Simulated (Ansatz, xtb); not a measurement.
Ligand exchange: KF + InH2(NH2) → KNH2 + InH2F

Species: KF, singlet; InH2(NH2), singlet; KNH2 `[NH2][K]`, singlet; InH2F `[F][InH2]`, singlet. The partners trade F for NH2: K–F and In–NH2 bonds give way to K–NH2 and In–F.

Shapes, held fixed at every level: PBE0-D4/def2-TZVP. Programs: Ansatz 0.2.0, xtb 6.7.1. The zero-point and thermal change to 298 K, harmonic and unscaled (PBE0-D4/def2-TZVP), is -5.2 kJ/mol.

| level | kind | ΔH(298 K) (kJ/mol) | less CCSD(T)/def2-TZVPP |
| --- | --- | --- | --- |
| GFN1-xTB | semi-empirical | +65.0 | -31.9 |
| HF/def2-SVP | Hartree–Fock | +97.8 | +0.9 |
| HF/def2-TZVPP | Hartree–Fock | +95.7 | -1.2 |
| PBE-D4/def2-TZVPP | GGA | +97.5 | +0.6 |
| BHLYP-D4/def2-TZVPP | global hybrid | +101.6 | +4.7 |
| CCSD(T)/def2-SVP | coupled cluster or CI | +98.5 | +1.6 |
| CCSD/def2-SVP | coupled cluster or CI | +99.1 | +2.2 |
| CCSD(T)/def2-TZVPP | coupled cluster or CI | +96.9 | 0.0 |

The highest level, CCSD(T)/def2-TZVPP, gives ΔH(298 K) = +96.9 kJ/mol; the levels span +65.0 to +101.6. The column of differences is taken from that level and isn't an error. No measured value is set beside it here. For atoms past krypton def2 sets carry core potentials with scalar relativity. Correlated rows may include outer-core shells of In, K, which these sets cover unevenly.

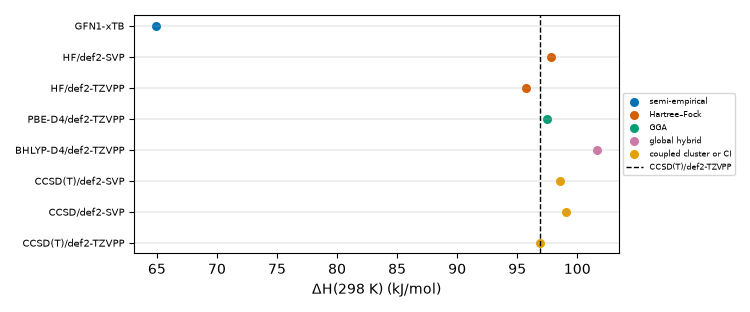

The values of the table, level by level.
